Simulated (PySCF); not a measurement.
## A study: C2H2O2, SMILES `O=CC=O`

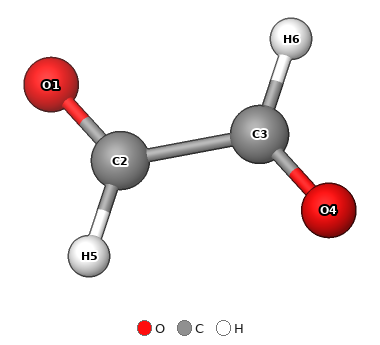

The molecule, with its atoms numbered as below. No frequency check shows the geometry to be a minimum.

Cartesian coordinates (Å):

```
O1       1.7244   -0.1657    0.0000
C2       0.6579    0.3778    0.0000
C3      -0.6579   -0.3778    0.0000
O4      -1.7244    0.1657    0.0000
H5       0.5383    1.4758    0.0000
H6      -0.5383   -1.4758    0.0000
```

## 1. Bonding charge

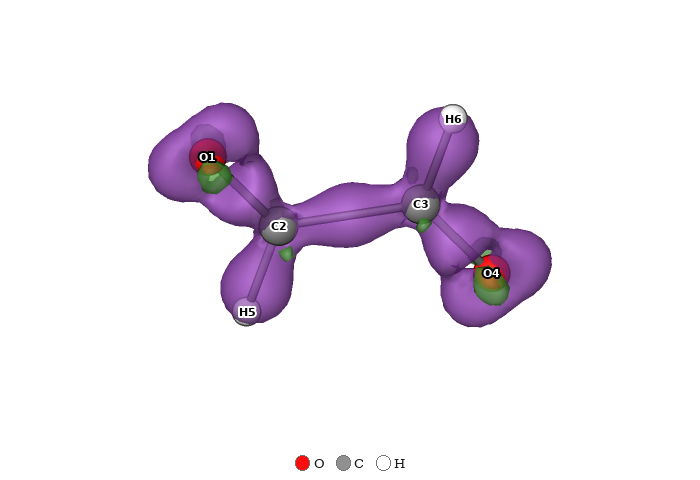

Deformation density (molecule less spherical, spin-averaged free atoms at the same positions), surfaces at ±0.3 e/Å³; purple: gain, green: loss.

Computed with PySCF, HF/def2-SVPD, geometry: GFN2-xTB.

**Describe the bonding that the map shows.**

C2–H5 and C3–H6: +0.78 e/Å³ at the bond critical point (bond length 1.10 Å). O1–C2 and C3–O4: +0.76 e/Å³ at the bond critical point (bond length 1.20 Å). C2–C3: +0.69 e/Å³ at the bond critical point (bond length 1.52 Å). In all, 1.8 electrons gather in the regions of gain relative to the promolecule.

## 2. Bond critical points

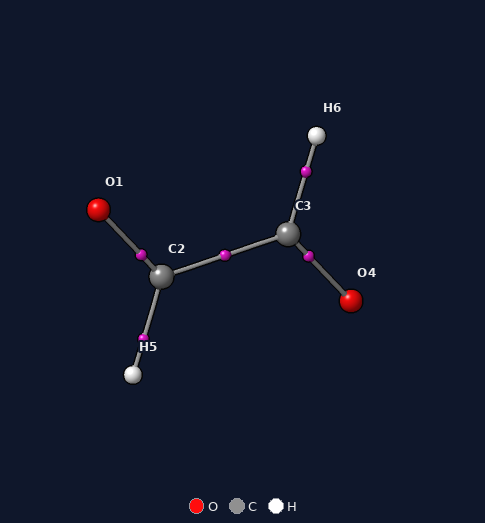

Molecular graph of the electron density (QTAIM): bond paths, bond critical points (magenta), ring points (cyan, if any); weak paths are dashed.

**How many critical points of each kind are there, and does the count close?**

6 nuclei, 5 bond, 0 ring and 0 cage critical points: 6 − 5 + 0 − 0 = 1, as the Poincaré–Hopf relation requires.

**Tabulate density, Laplacian, ellipticity and energy density at the bond critical points (atomic units).**

| bond | length (Å) | ρ (a.u.) | ∇²ρ (a.u.) | ε | H (a.u.) |
| --- | --- | --- | --- | --- | --- |
| O1–C2 (2 alike) | 1.197 | 0.422 | +0.59 | 0.08 | −0.740 |
| C2–H5 (2 alike) | 1.105 | 0.289 | −1.19 | 0.01 | −0.322 |
| C2–C3 | 1.517 | 0.275 | −0.81 | 0.06 | −0.247 |

**What kind of interaction is O1–C2?**

Polar or intermediate (positive Laplacian, negative energy density H): ρ = 0.422, ∇²ρ = +0.59, H = −0.740 a.u.

## 3. Electrostatic potential

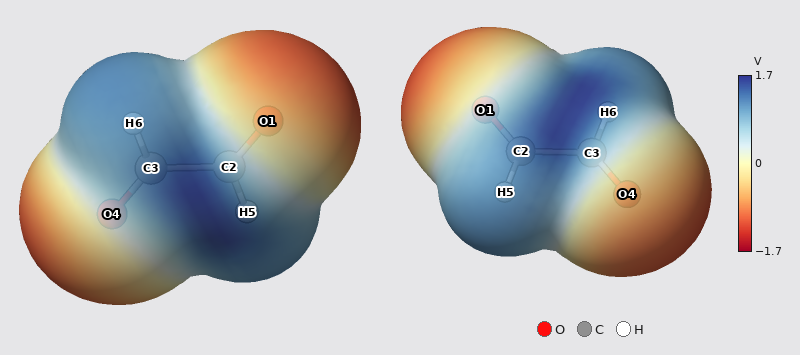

Electrostatic potential on the surface of electron density 0.001 a.u. (back view left, front view right).

**Where are the extremes of the potential on the surface?**

Highest: 1.64 V, off the molecular plane, over C3 (1.8 Å), and at like points elsewhere. Further maxima include 1.16 V, 1.3 Å from H5, and at like points elsewhere. Lowest: −1.12 V, 1.7 Å from O4, and at like points elsewhere. The surface is sampled at points, so like sites can differ by a few per cent and only the strongest of them is named.

**What volume does the surface enclose, and what is the dipole moment?**

About 70 Å³; the dipole moment is 0.0 D.

## 4. In an electric field

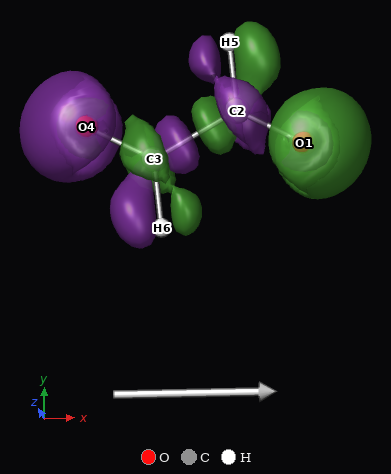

Change of the electron density in a uniform field of 0.21 V/Å along +x (arrow), surfaces at ±0.002 e/Å³ (purple: gain, green: loss).

Method: PBE0/def2-SVP; geometry: GFN2-xTB; program: PySCF. A basis without diffuse functions makes polarisabilities too small.

**How large is the response?**

The induced dipole is 0.34 D (along the field); α along this axis, from the fields in both directions, is 33 bohr³ (4.9 Å³).

**Which atoms gain and lose the most charge?**

Electrons gather most on O4 (Hirshfeld charge changes by −0.015 e) and leave O1 most (+0.015 e); 0.032 electrons are displaced in all.

## 5. Removing or adding an electron

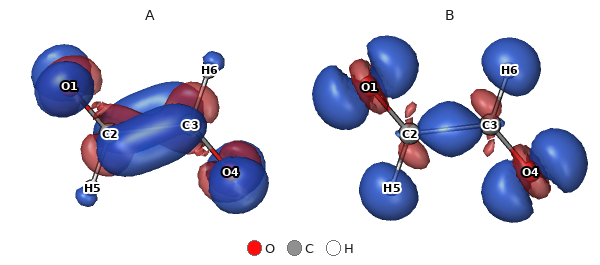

The two Fukui functions at ±0.04 e/Å³ (blue positive, red negative).

Level of theory: ωB97X/6-31+G* (PySCF), at a geometry from GFN2-xTB.

**Which panel is f⁻ (electron removed) and which f⁺ (electron added)?**

A is f⁺, B is f⁻. f⁻ (Hirshfeld-condensed) is largest on O1 and O4 (0.26 each); the vertical ionisation energy is 10.74 eV. f⁺ (Hirshfeld-condensed) is largest on O1 and O4 (0.21 each) and C2 and C3 (0.21 each); the vertical electron affinity is 0.79 eV (the stability of the anion's solution wasn't checked).

**What chemical potential and hardness follow from the two energies?**

μ = −(I + A)/2 = −5.77 eV and η = I − A = 9.96 eV.
